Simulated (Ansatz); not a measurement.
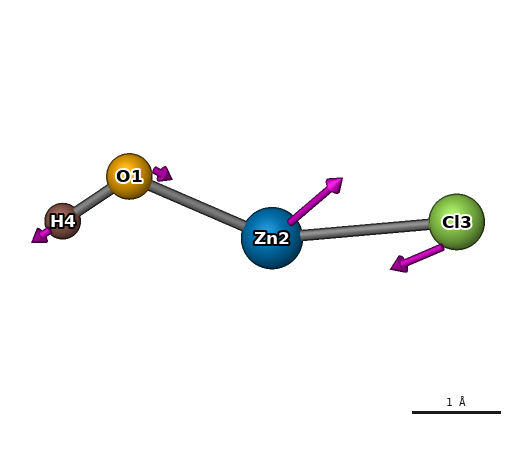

Arrows show the forces on the atoms, 0.7 Å of arrow for 1 eV/Å; forces under a tenth of the largest aren't drawn. Level of theory: RHF-CCSD(T) (frozen core)/def2-TZVPP (Ansatz 0.2.0).

**On which atom is the force largest, and how large is it?**

On Zn2: 1.36 eV/Å.

**Which bond do the forces act along most?**

Zn2–Cl3, now 2.178 Å: the forces pull its atoms together, so a first step downhill shortens it.

List the force components in the frame of the picture (x right, y up, z towards the viewer), in eV/Å.

```
atom     Fx     Fy     Fz
  O1   0.30  −0.16  −0.16
 Zn2   0.87   0.74   0.74
 Cl3  −0.86  −0.37  −0.45
  H4  −0.31  −0.21  −0.13
```
